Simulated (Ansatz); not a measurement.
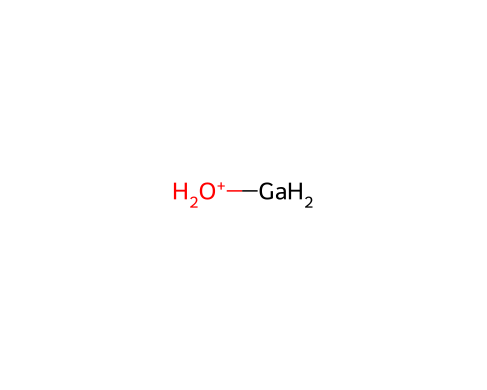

The drawing above gives the connectivity. Charge +1, singlet. Computed geometry: PBE0-D4/def2-TZVP optimisation. No frequency run is at hand to confirm it as a minimum.

Describe the 3D structure.

The species is GaH₄O⁺. SMILES: `[OH2+][GaH2]`. The point group is C2v. All atoms lie on one plane. Coordination: 1 O trigonal planar; 1 Ga trigonal planar.

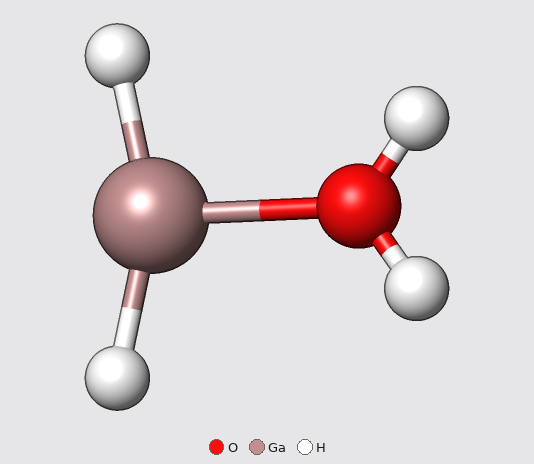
